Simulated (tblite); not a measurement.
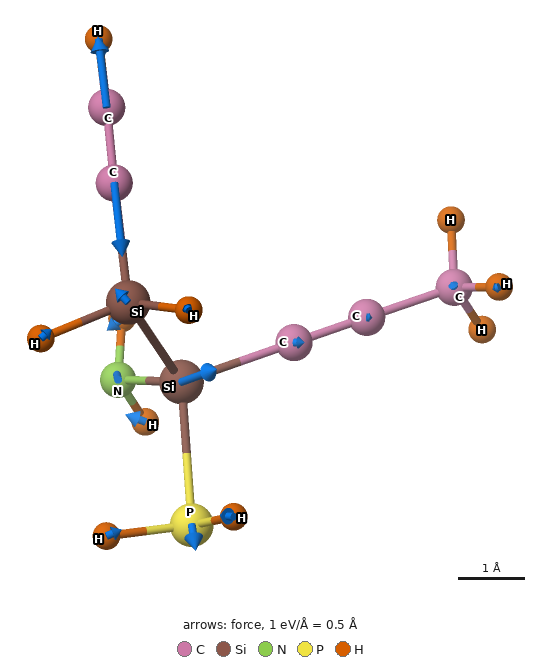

Starting geometry of C5H10NPSi2 with the computed forces as blue arrows. The picture is a ball-and-stick view, seen at a tilt.

Level of theory: tblite, GFN2-xTB geometry optimisation, gas phase. 

Q: What follows when this structure is relaxed?

A: It isn't relaxed: the largest force vector, on a C atom, is 2.38 eV/Å. The final displacements have little in common with the starting forces (cosine between the two patterns 0.13). The energy falls by 0.318 eV in 113 geometry steps. The atom that moves furthest after the best rigid fit is an H atom (0.55 Å). By element the largest moves are H 0.55 Å, P 0.26 Å, N 0.21 Å, C 0.17 Å, Si 0.04 Å. Some distances before and after: N–Si 1.693 → 1.731 Å, P–Si 2.223 → 2.261 Å, C–Si 1.888 → 1.851 Å, H–P 1.417 → 1.382 Å. Among the angles between lasting bonds that change: Si–N–H 108.4° → 119.3°, Si–N–H 108.7° → 119.2°, Si–Si–N 115.8° → 106.7°.
